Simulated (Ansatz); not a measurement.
CH$_{6}$FNOSi

Input file:

```
crystal:
  periodic: [false, false, false]
  atoms:
    - {symbol: C, position_ang: [-2.675159, -0.116516, -0.484395]}
    - {symbol: F, position_ang: [-1.317802, 1.047290, -2.649269]}
    - {symbol: N, position_ang: [0.114076, -0.776340, -1.088891]}
    - {symbol: O, position_ang: [-0.434733, 1.822131, -0.362459]}
    - {symbol: Si, position_ang: [-1.045354, 0.490354, -1.141579]}
    - {symbol: H, position_ang: [-3.067411, -0.944972, -1.096552]}
    - {symbol: H, position_ang: [-3.418272, 0.695974, -0.506824]}
    - {symbol: H, position_ang: [-2.585622, -0.470814, 0.554613]}
    - {symbol: H, position_ang: [1.052633, -0.624698, -1.448089]}
    - {symbol: H, position_ang: [-0.178967, -1.735599, -1.248015]}
    - {symbol: H, position_ang: [0.083950, 1.640968, 0.429006]}
basis:
  gaussian:
    orbitals: def2-TZVPD
total_charge: 0
magnetization:
  spin_polarized: false
hamiltonian:
  xc: pbe0
output: {forces: true, orbitals: {seedname: orbitals}}
```

Run with:

```sh
ansatz run input.yaml --threads 2 --pin off --max-ram 4350MiB --events-out events.jsonl --progress --plain --runs-dir runs
```

Geometry: B3LYP-D3(BJ)/def2-SVP.

The calculation used isolated molecule in a Gaussian basis; Kohn-Sham density functional theory, functional PBE0 (Ansatz).

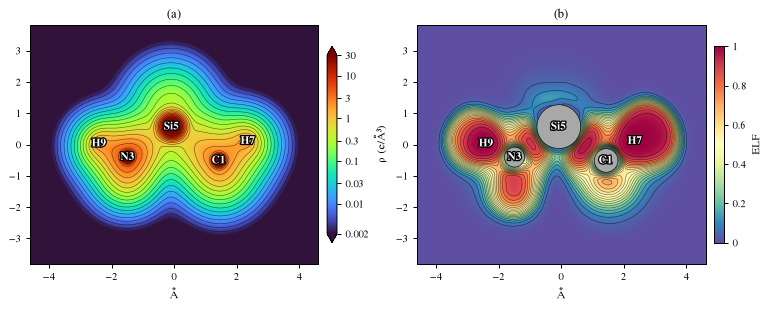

Figure 1. (a) total electron density; (b) ELF on the plane of atoms Si5, N3 and H9. Grey discs cover the atomic cores in the ELF map.

Read the bonding off the picture.

- Atoms in the plane: C, N, Si and H.
- Si–N (1.72 Å): ρ at the midpoint is about 1.2 e/Å³; the ELF peaks at about 0.90 between the atoms; a shared but strongly polarised pair.
- C–Si (1.86 Å): ρ is about 1 e/Å³ halfway; the ELF peaks at about 0.95 between the atoms: a shared electron pair.
- N–H (1.02 Å): ρ is about 2.8 e/Å³ halfway; the ELF climbs to about 1 towards the hydrogen, as it does in any bond to H: an ordinary covalent bond to hydrogen.
- C–H (1.10 Å): ρ is about 1.9 e/Å³ halfway; the ELF climbs to about 1 towards the hydrogen (a covalent bond by its length).

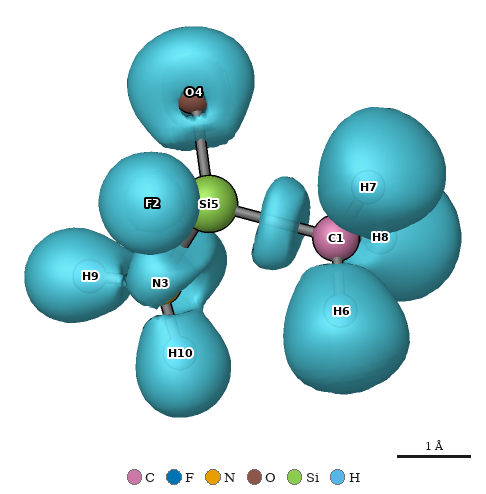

Figure 2. Isosurface of the electron localisation function at 0.8 (cyan), seen at an oblique angle. Core shells and regions of very low density are left out.

Describe the localisation domains.

The ELF exceeds this value in one region between bonded C–Si atoms (shared pairs), three regions around hydrogen nuclei, one region wrapped around F (its lone pairs, merged into a ring or cap), one joined region spread over several atoms (H, N), in which their bonds and any lone pairs are merged and one joined region spread over several atoms (H, O), in which their bonds and any lone pairs are merged. Profiles from the grid: Si–F (1.63 Å): the ELF peaks at about 0.85 in the valence shell of F, 0.7 Å from its nucleus, and is about 0.50 at the midpoint. Si–O (1.66 Å): the ELF peaks at about 0.85 between the atoms (a shared but strongly polarised pair).

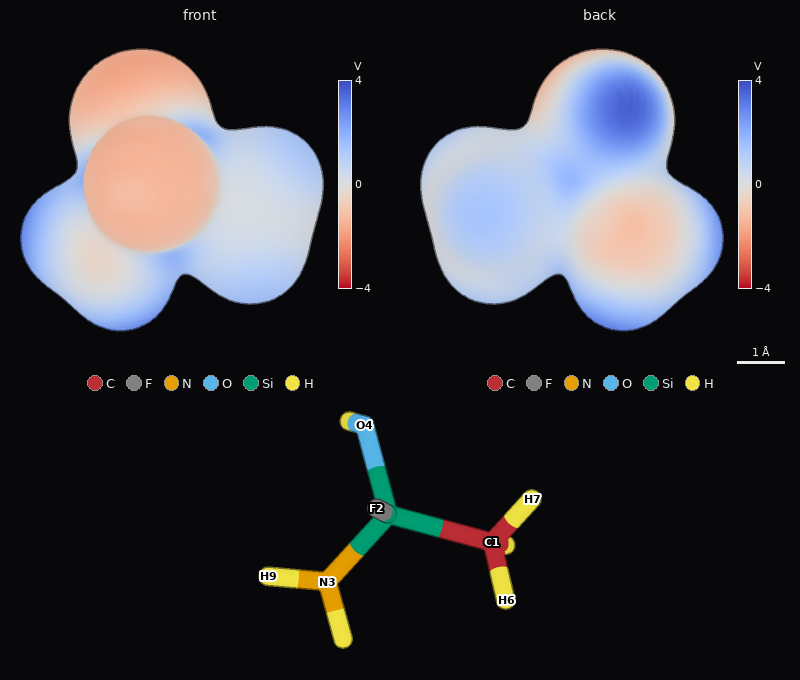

Figure 3. The molecular electrostatic potential painted on the density surface at 0.004 e/bohr³, seen from the front and from behind; the colour scale runs from red (negative) to blue (positive). The bare structure is drawn below in the same view.

Describe the electrostatic potential map.

The most negative region (about −1.7 V) lies over O4, the most positive (about +3.5 V) over H11. O4 is the likeliest acceptor of a hydrogen bond.

What dipole moment does the calculation give?

Its dipole moment is 3.02 D.
